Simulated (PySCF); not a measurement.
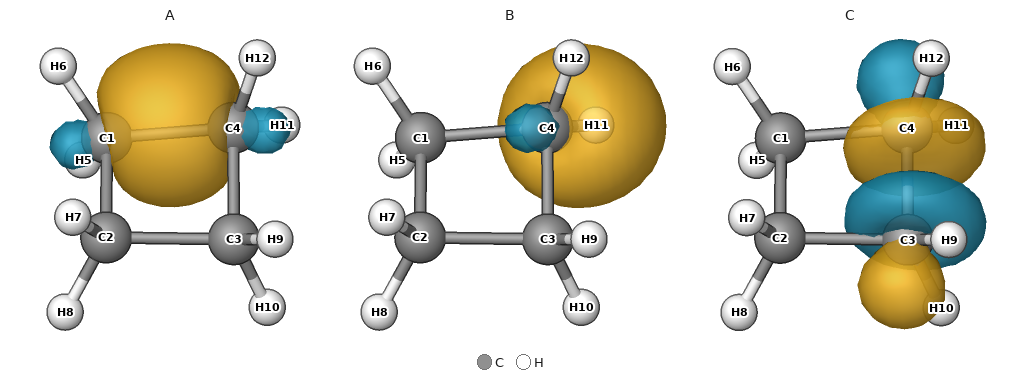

Figure 1: C₄H₈, SMILES `C1CCC1`. Intrinsic bond orbitals (IBO), occupied and valence-virtual; each surface holds about 80 % of the orbital's density. Energies are diagonal elements of the Fock matrix.

Computed with PySCF, HF/cc-pVTZ, geometry: GFN2-xTB. No frequency check shows the geometry to be a minimum.

**Identify each orbital.**

By panel:
- A: σ bond C1–C4 (C1 50 %, C4 50 %; −18.1 eV)
- B: σ bond C4–H11 (C4 56 %, H11 44 %; −17.6 eV)
- C: σ* orbital C4–C3 (C4 50 %, C3 50 %; 16.5 eV)

**How do all the valence pairs divide up?**

12 pairs: 12 σ bonds.

The PySCF run took 2.1 s on 1 thread of Intel(R) Xeon(R) 6975P-C (Granite Rapids) (shared host), peak memory 0.33 GiB.
